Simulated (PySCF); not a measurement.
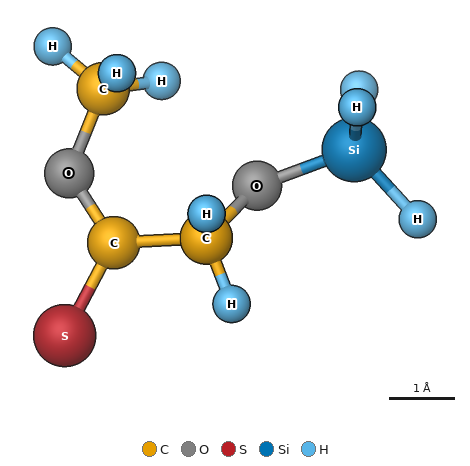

Figure 1. The structure as given in the input (ball-and-stick view, seen at a tilt).

NMR shielding calculation, with input and output: C$_{3}$H$_{8}$O$_{2}$SSi

C$_{3}$H$_{8}$O$_{2}$SSi, SMILES COC(=S)CO[SiH3], computed with GIAO PBE0/pcSseg-1 NMR shielding, non-relativistic, gas phase (PySCF 2.14.0).

The geometry comes from this level: GFN2-xTB, NEB image 6 of 0 to 8. It belongs to a series of runs on one base structure; here: NEB image 6 of 0 to 8. Figures and captions count atoms from 1; the log counts them from 0 in places.

Log:
```
coarse grid: 13640 points
cycle   1  E = -956.4312791918  dE =  9.711e-01  |g| = 8.077e-01  |ddm| = 3.495e+00
cycle   2  E = -956.2281081912  dE =  2.032e-01  |g| = 1.302e+00  |ddm| = 1.623e+00
cycle   3  E = -956.5550992794  dE = -3.270e-01  |g| = 1.171e-01  |ddm| = 1.087e+00
cycle   4  E = -956.5566565625  dE = -1.557e-03  |g| = 8.689e-02  |ddm| = 1.942e-01
cycle   5  E = -956.5584283097  dE = -1.772e-03  |g| = 1.993e-02  |ddm| = 1.006e-01
cycle   6  E = -956.5585259685  dE = -9.766e-05  |g| = 3.428e-03  |ddm| = 2.538e-02
cycle   7  E = -956.5585282634  dE = -2.295e-06  |g| = 1.002e-03  |ddm| = 3.932e-03
final grid: 122688 points
cycle   8  E = -956.6228402926  dE = -1.892e-05  |g| = 1.341e-02  |ddm| = 2.365e-02
cycle   9  E = -956.6227878309  dE =  5.246e-05  |g| = 2.107e-02  |ddm| = 2.206e-02
cycle  10  E = -956.6228731138  dE = -8.528e-05  |g| = 1.624e-03  |ddm| = 1.484e-02
cycle  11  E = -956.6228737212  dE = -6.075e-07  |g| = 4.348e-04  |ddm| = 1.705e-03
cycle  12  E = -956.6228737562  dE = -3.494e-08  |g| = 1.783e-04  |ddm| = 5.591e-04
cycle  13  E = -956.6228737642  dE = -8.041e-09  |g| = 3.957e-05  |ddm| = 2.180e-04
cycle  14  E = -956.6228737645  dE = -3.322e-10  |g| = 1.350e-05  |ddm| = 4.513e-05
```

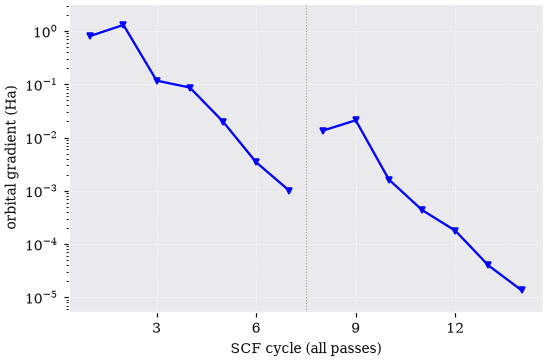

Figure 2. Convergence of the self-consistent field: orbital gradient against the SCF cycle. The dotted line marks the change from a coarse to the final integration grid. The first 7 cycles use a coarse grid, the final grid takes over at cycle 8, and the field converges after 14 cycles in all.

```
converged SCF energy = -956.6228737645

GIAO shielding tensors (ppm)
atom      isotropic    diamagn.    paramagn.     s11        s22        s33       span
  0 C      128.285     249.276    -120.991    101.525    106.018    177.311     75.786
  1 O       89.398     391.122    -301.724   -145.437    134.999    278.633    424.070
  2 C      -38.375     252.365    -290.740   -206.811      6.536     85.150    291.962
  3 S      -16.202    1055.217   -1071.419   -570.778    -38.580    560.752   1131.530
  4 C      110.148     245.809    -135.662     81.695    101.837    146.912     65.217
  5 O      317.377     401.563     -84.185    274.181    328.981    348.970     74.789
  6 Si     383.873     880.605    -496.731    340.534    344.889    466.197    125.662
  7 H       27.488      28.737      -1.249     23.516     26.382     32.564      9.048
  8 H       27.873      31.461      -3.587     25.151     26.185     32.284      7.133
  9 H       26.308      32.009      -5.701     20.828     28.840     29.254      8.425
 10 H       26.383      29.378      -2.995     20.702     25.780     32.669     11.967
 11 H       27.018      30.724      -3.706     24.882     26.726     29.445      4.562
 12 H       26.850      30.103      -3.253     23.687     25.465     31.399      7.712
 13 H       26.829      29.007      -2.178     23.440     24.957     32.092      8.652
 14 H       26.822      30.074      -3.252     23.051     25.459     31.957      8.905
```

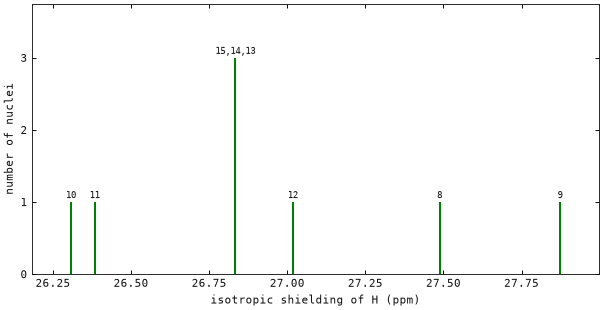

Figure 3. Isotropic shieldings of the hydrogen nuclei in this fixed geometry, labelled by atom number; shielding grows to the right, so chemical shift grows to the left. The least shielded is H10 (26.3 ppm), the most shielded H9 (27.9 ppm).

The run was set up as follows.

Input file:
```
{"job": {"kind": "nmr", "xc": "PBE0", "basis": "pcSseg-1", "pop": false}, "charge": 0, "multiplicity": 1}
C     -1.893800    -0.000900     0.508800
O     -2.027400    -0.167600    -0.894100
C     -0.999500    -0.430500    -1.680600
S     -1.297700    -0.742800    -3.250500
C      0.417100    -0.507400    -1.160100
O      0.742500     0.561700    -0.330300
Si     2.040600     0.748300     0.633900
H     -2.895800     0.233200     0.864000
H     -1.541700    -0.923500     0.977200
H     -1.210900     0.813000     0.750500
H      1.084900    -0.537000    -2.027900
H      0.532500    -1.460100    -0.618400
H      2.173300    -0.426500     1.502900
H      3.267600     0.906900    -0.143300
H      1.603700     1.941200     1.340300
```

The first line tells a small driver script what to run in PySCF; the rest is the geometry in Å.

Command:
```bash
OMP_NUM_THREADS=1 python <driver script> task.json out
```

Results in brief:

| quantity | value |
| --- | --- |
| outcome | converged |
| total energy | −956.622874 hartree |
| HOMO | −6.35 eV |
| LUMO | −1.49 eV |
| dipole moment | 4.82 D |
| isotropic shielding, C | −38.4 to 128.3 ppm |
| isotropic shielding, O | 89.4 to 317.4 ppm |
| isotropic shielding, S | −16.2 ppm |
| isotropic shielding, Si | 383.9 ppm |
| isotropic shielding, H | 26.3 to 27.9 ppm |
| hardware | 1 CPU thread, shared host |
| wall time | 32 s |
| peak memory | 0.81 GiB |
